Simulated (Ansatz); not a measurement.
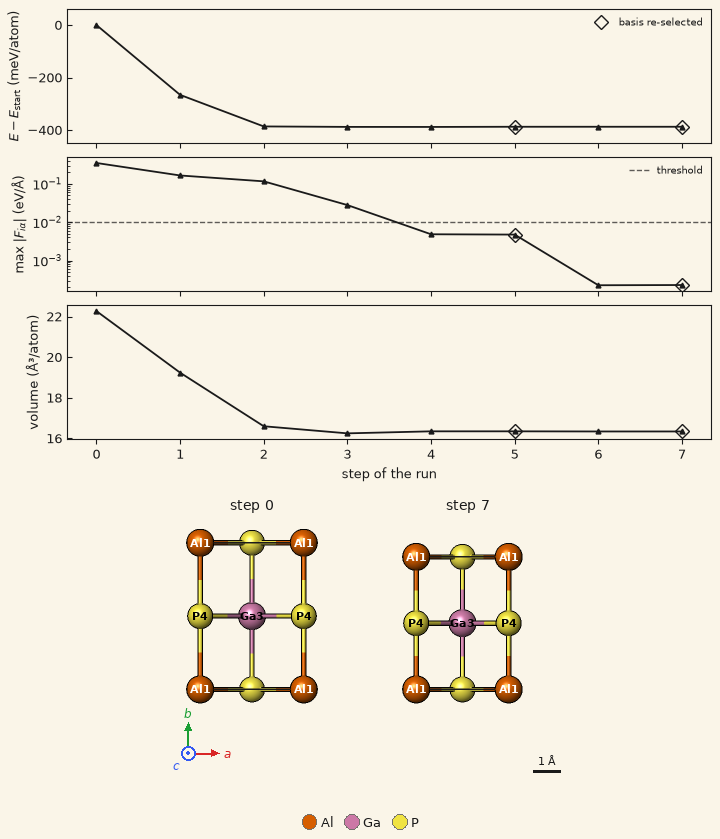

First and last geometry of a relaxation of crystalline AlGa2P3 (built on the NaPr2Se3-71 type type), with the history of the run. A ball-and-stick model of the conventional cell (2 times the calculation's cell), seen along the c axis. Lengths and directions refer to the drawn axes.

All numbers below come from Ansatz 0.2.0, DFT, PBEsol, plane waves, PAW.

Input file:
```yaml
crystal:
  lattice:
    - [-1.98193118, 2.80651211, 6.00531622]
    - [1.98193118, -2.80651211, 6.00531622]
    - [1.98193118, 2.80651211, -6.00531622]
  atoms:
    - { symbol: Al, position: [0.0, 0.0, 0.0] }
    - { symbol: Ga, position: [0.66414426, 0.66414426, 0.0] }
    - { symbol: Ga, position: [0.33585574, 0.33585574, 0.0] }
    - { symbol: P, position: [0.5, 0.0, 0.5] }
    - { symbol: P, position: [0.16675615, 0.66675615, 0.5] }
    - { symbol: P, position: [0.83324385, 0.33324385, 0.5] }
kpoints:
  mp_grid: { grid: [6, 6, 6] }
hamiltonian:
  xc: pbesol
scf:
  occupations: { method: fermi_dirac, width: 0.03 }
relax:
  f_tol: 0.01
  cell: {}
  max_steps: 120
output:
  write_density: true
  write_potential: true
  elf: true
  volumetric_format: npy
```

Run as
```bash
ansatz run input.yaml --threads 2 --pin off --max-ram 2211MiB --backend cpu --events-out ev --progress --plain --runs-dir out
```

> Did the run converge, and what did it change?

It converged. The energy falls by 387 meV per atom in 5 accepted moves (7 points after the start). Largest force component: 0.35 eV/Å at the start, 0.00023 eV/Å at the end. Pressure: −15.43 GPa at the start and 0.00 GPa at the end. At 2 points the geometry stayed and the basis and grid were re-selected for the new cell (energy shift of 0.7 meV per atom at most each time). The largest moves relative to the cell, 0.042 Å, are those of Ga2 and Ga3. Ga3 goes along −c. By element the largest moves are Ga 0.042 Å, P 0.035 Å. Al stays in place. The volume changes by −26.6 %, with a 3.964 → 3.539 Å (−10.7 %), b 5.613 → 5.073 Å (−9.6 %), c 12.011 → 10.925 Å (−9.0 %). Some distances before and after: Al1–P5 2.818 → 2.515 Å, Ga2–P6 2.838 → 2.553 Å, Al1–P4 2.807 → 2.537 Å, Ga2–P5 2.807 → 2.537 Å. Bond angles that change, for instance: Ga2–P4–Ga2 90.3° → 87.9°, Ga2–P4–Ga3 89.7° → 92.1°, P4–Ga3–P4 90.3° → 87.9°. The space group stays Immm (No. 71).

| step | E − E(0), meV/atom | largest force component, eV/Å | pressure, GPa | volume, Å³/atom | note |
| --- | --- | --- | --- | --- | --- |
| 0 | 0.00 | 0.3533 | -15.43 | 22.269 |  |
| 1 | -265.85 | 0.1666 | -11.45 | 19.238 |  |
| 2 | -386.07 | 0.1170 | -1.45 | 16.600 |  |
| 3 | -387.83 | 0.0281 | 0.60 | 16.250 |  |
| 4 | -388.00 | 0.0049 | -0.02 | 16.350 |  |
| 5 | -387.30 | 0.0048 | -0.04 | 16.350 | same geometry, new basis |
| 6 | -387.30 | 0.0002 | 0.00 | 16.343 |  |
| 7 | -387.30 | 0.0002 | 0.00 | 16.343 | same geometry, new basis |
